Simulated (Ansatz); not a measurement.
# Li(100) film, 1 layer, flat: channels in plane against thickness, part 2 of 2

Aim: the ballistic channels of flat films against thickness, first Li(100) film, 1 layer, flat.

Ansatz 0.2.0; Ansatz plane-wave DFT, PBE, PAW files; ballistic transport by layer matching (Landauer), zero bias.

So far, lead conductance per cell (G₀): step 2 (with 1 layer) 0.807.

### Step 5. With 4 layers, thickness 7.02 A (continued)

Per spin. The open channels, zone mean, lead by energy, zero at the Fermi level:

```
energy (eV)  open channels, zone mean, lead
     -0.270                            1.97
     -0.234                            1.97
     -0.198                            2.14
     -0.162                            2.25
     -0.126                            2.31
     -0.090                            2.36
     -0.054                            2.36
     -0.018                            2.42
      0.018                            2.47
      0.054                            2.58
      0.090                            2.58
      0.126                            2.69
      0.162                            2.69
      0.198                            2.69
      0.234                            2.75
      0.270                            2.81
```

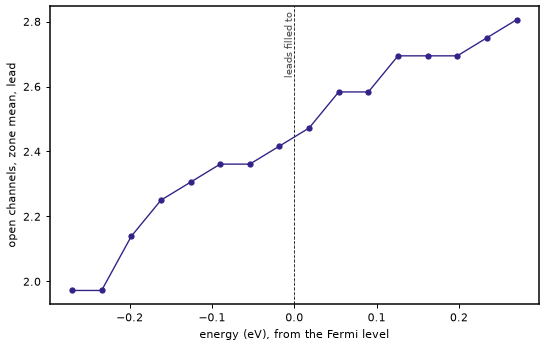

Open channels, zone mean, lead against energy.

The lead conductance per cell is 2.48 G₀, 32 % over the 1.88 G₀ of the last finished run.

### Step 6. With 5 layers, thickness 8.775 A

The film grows to 5 layers.

System of this step: Li(100) film, 5 layers, flat. The cell holds 5 atoms: 5 Li. Cell: a = 18.020 Å, b = 3.510 Å, c = 3.510 Å, α = 90.0°, β = 90.0°, γ = 90.0°. It derives from Li. Vacuum lies along a. The structure's axis is c.

Input file input.yaml:

```yaml
crystal:
  lattice:
    - [18.02, 0.0, 0.0]
    - [0.0, 3.51, 0.0]
    - [0.0, 0.0, 3.51]
  atoms:
    - { symbol: Li, position: [0.2497225305, 0.0, 0.0] }
    - { symbol: Li, position: [0.3471143174, 0.5, 0.5] }
    - { symbol: Li, position: [0.4445061043, 0.0, 0.0] }
    - { symbol: Li, position: [0.5418978912, 0.5, 0.5] }
    - { symbol: Li, position: [0.6392896781, 0.0, 0.0] }
kpoints:
  mp_grid: { grid: [1, 12, 12] }
hamiltonian:
  xc: pbe
scf:
  occupations: { method: fermi_dirac, width: 0.1 }
output:
  transmission:
    leads: [[0, 0]]
    kmesh: [1, 36]
    e_range: [-0.27, 0.27]
    de: 0.036
```

On the command line:

```bash
> ansatz run input.yaml --threads 4 --pin off --max-ram 8192MiB --backend cpu --events-out ev --progress --plain --runs-dir out
```

Numbers of over 12 decimals in the logs are rounded to 6 here.

The log of the run:

```text
[...]
Crystal: 5 atoms, lattice volume = 222.008 Å³
Basis set: ecut = 420 eV, 4305 PW (Γ)
Bands: 13, of which v1, the nominal top of the filled ones, is band 8 counted from 1 (7 counted from 0)
Symmetry: 16 space group operations
[...]
k-points: 28 of 144
[...]
k-point 27: bands = [... 4 lower, -47.5747, -0.4248, -0.4248, 0.4790, 0.4790, 2.0344, 2.0344, 2.0362, ... 1 higher]
--- Transmission ---
  basis      : 547 plane waves across, 5 finite elements along
  points     : 19, standing for a mesh of 1 x 36
[...]
crystal 0  : Li5, at the sites [0, 0], period 3.5100 Å: whole cells are its period
[...]
filled         : 12.4 meV under the level at which it is neutral
    channels       : 3.055556e0 a spin
[...]
[key lines of the parts left out:]
SCF converged after 6 iterations
Free energy (F): -1022.742997 eV
Fermi energy:    -0.967263 eV
```

Wall time 9.2 min (4 threads of Intel Xeon Platinum 8259CL at 2.50GHz (Skylake/Cascade Lake), shared host); peak memory 2.5 GiB.

This step gave:

- free energy: -1022.7430 eV
- energy at zero smearing: -1022.6962 eV
- Fermi energy: -0.9673 eV
- cell area: 63.25 Å²
- open channels per spin nearest the Fermi level: 3.056
- estimated errors of the lead's conductance: 0, 2.8, 0.2 % (band edges, k-mesh, distance from neutral)
- lead conductance per cell: 3.018 G₀

Per spin. The open channels, zone mean, lead by energy, zero at the Fermi level:

```
energy (eV)  open channels, zone mean, lead
     -0.270                            2.58
     -0.234                            2.64
     -0.198                            2.64
     -0.162                            2.64
     -0.126                            2.69
     -0.090                            2.81
     -0.054                               3
     -0.018                            3.06
      0.018                            3.06
      0.054                            2.94
      0.090                            3.06
      0.126                            3.22
      0.162                            3.22
      0.198                            3.44
      0.234                            3.44
      0.270                            3.56
```

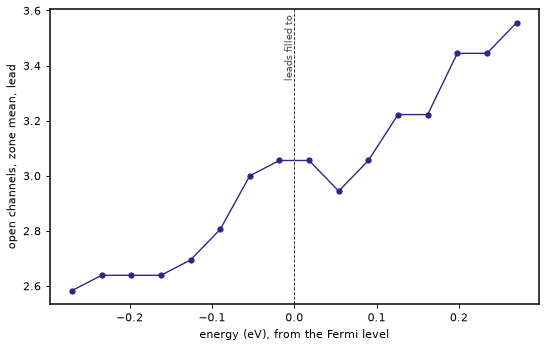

Open channels, zone mean, lead, plotted against energy.

The lead conductance per cell is 3.02 G₀, 22 % over the 2.48 G₀ of the last finished run.

### Step 7. Cost and result by level

Times are for 4 threads of Intel Xeon Platinum 8259CL at 2.50GHz (Skylake/Cascade Lake), shared host. The runs compared:

```
no.  layers  lead conductance per cell (G₀)     time  memory (GiB)
  1       1                          0.8068     95 s           1.1
  2       2                           1.463  2.6 min           1.4
  3       3                           1.877  3.8 min           1.7
  4       4                           2.477  5.4 min           2.1
  5       5                           3.018  9.2 min           2.5
```

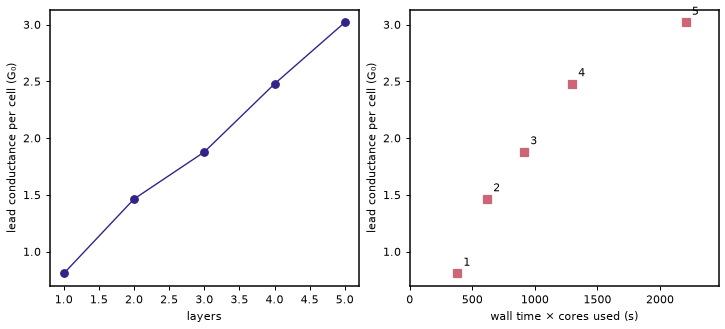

The series as plots; the last panel sets the first result against cost, with the runs numbered as in the table.

The runs together. The open channels, zone mean by energy, zero at the Fermi level:

```
energy (eV)      1     2     3     4     5
     -0.270   0.75  1.22  1.67  1.97  2.58
     -0.234   0.75  1.28  1.78  1.97  2.64
     -0.198   0.75  1.33  1.78  2.14  2.64
     -0.162   0.75  1.33  1.72  2.25  2.64
     -0.126   0.75  1.33  1.83  2.31  2.69
     -0.090  0.806  1.39  1.83  2.36  2.81
     -0.054  0.806  1.39  1.83  2.36     3
     -0.018  0.806  1.44  1.89  2.42  3.06
      0.018  0.806   1.5  1.89  2.47  3.06
      0.054  0.806   1.5  1.89  2.58  2.94
      0.090  0.861   1.5  1.94  2.58  3.06
      0.126  0.861  1.56  1.94  2.69  3.22
      0.162  0.861  1.56     2  2.69  3.22
      0.198  0.861  1.56     2  2.69  3.44
      0.234  0.861  1.67  2.14  2.75  3.44
      0.270  0.861  1.67  2.19  2.81  3.56
```

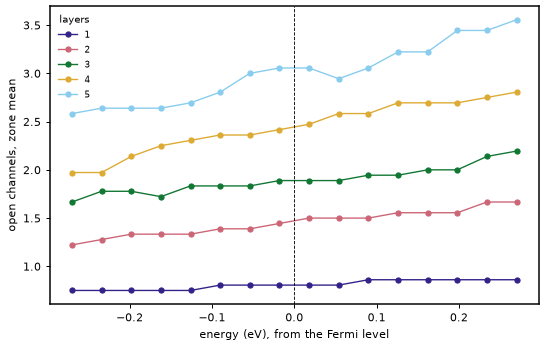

Open channels, zone mean, plotted against energy.

### Step 8. Results

| Quantity | Value |
| --- | --- |
| conductance per cell, 1 layer | 0.807 G₀ |
| conductance per cell, 2 layers | 1.46 G₀ |
| conductance per cell, 3 layers | 1.88 G₀ |
| conductance per cell, 4 layers | 2.48 G₀ |
| conductance per cell, 5 layers | 3.02 G₀ |

**Reading.** The conductance per cell width goes from 0.807 G0 at 1 to 3.02 G0 at 5 layers. Over the film's own cross-section (layers × spacing × width) the conductance runs from 1.0 to 0.76×10¹⁵ S/m²; that nominal section leaves out the charge that spills into the vacuum, which flatters the thinnest films. The gains from one thickness to the next are 0.66, 0.41, 0.60 and 0.54 G0 per added layer; their spread isn't beyond the error estimates. The film repeats perfectly along the current, so nothing scatters; its faces are clean and not relaxed. The program's error estimates for the conductances, leads' steps apart, run from 2.8 to 11 %.

[Logs are printed without paths, hosts, clocks, repeated set-up lines and the standing remarks that a program may print on its own settings, such as how far it seeks lower states.]

[Hosts, paths, dates, database ids (printed as entryN), source tags and the programs' standing remarks are cut or masked in the printed files.]
